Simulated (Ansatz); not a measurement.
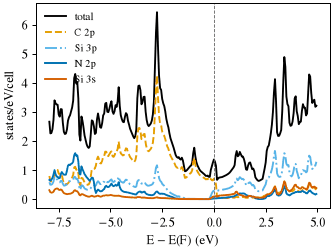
Figure: Total and projected density of states of AlSi3C3N in space group P3m1 (No. 156; Pearson symbol hP8), plane-wave PAW PBE (Ansatz code)

Question: Which orbitals carry the states next to the Fermi level?

Answer: Within 0.5 eV of the Fermi level: C 2p 48 %, Si 3p 21 %, Si 3s 8 %, N 2s 8 %, outside the projected shells 6 %. Projections are on Löwdin-orthogonalised atomic valence shells; empty p or d shells of many metals are not among them.

Question: Where is the tallest occupied peak in this window, and what makes it?

Answer: Near -2.8 eV, about 6.4 states/eV per cell; the largest projected share is C 2p.

The start of the workflow was typed in or built on a structure type; neither database checked (COD, Materials Project) lists it. Its standing as an ambient phase is unchecked. The cell was relaxed with PBE under the symmetry of its start; its stability against distortions is not shown here.

Potentials: the earlier of the program's two PAW sets.
